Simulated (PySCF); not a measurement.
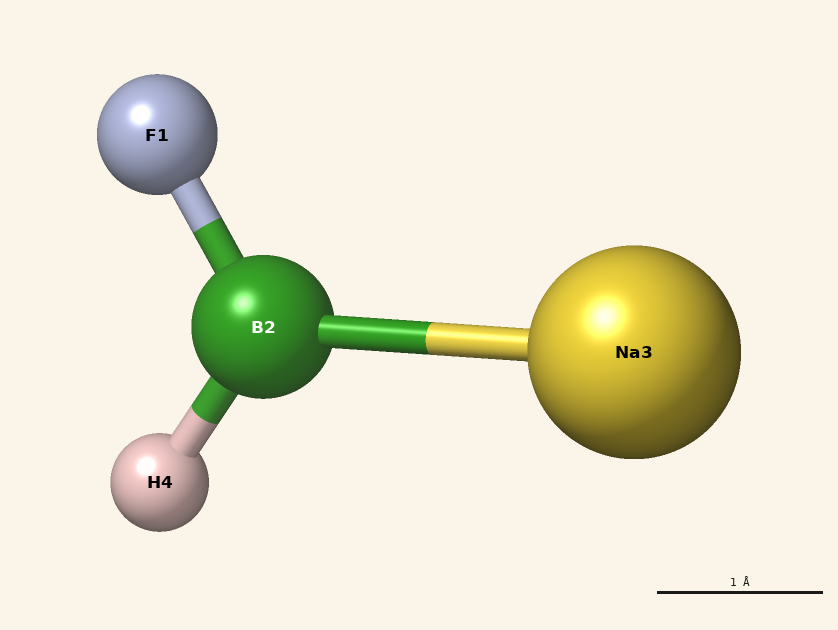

Atoms carry their numbers in the input. The geometry was computed by an optimisation with PBE-D4/def2-SVP. No frequency run is at hand to confirm it as a minimum.

Give the bond lengths.

```
  bond  length (Å)
 F1–B2       1.344
B2–Na3       2.542
 B2–H4       1.246
```
